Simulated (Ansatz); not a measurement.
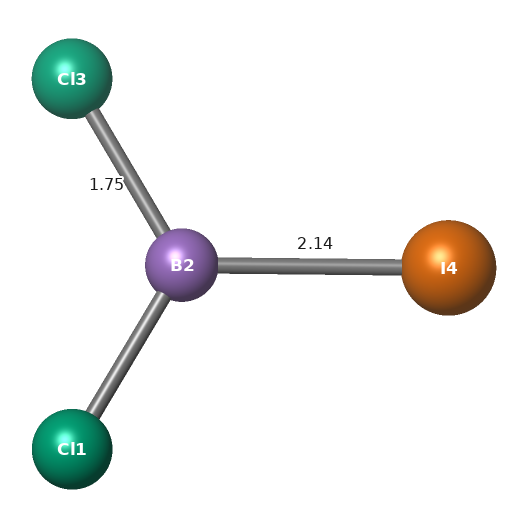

The numbers beside the sticks are distances in Å. Sticks don't show bond order. The computed structure is the end point of a PBE-D4/def2-SVP optimisation. No frequency run is at hand to confirm it as a minimum.

Assign a bond order to each marked bond.

Answer. B2–Cl3 single; B2–I4 single.

Give the structure as SMILES.

Answer. ClB(Cl)I
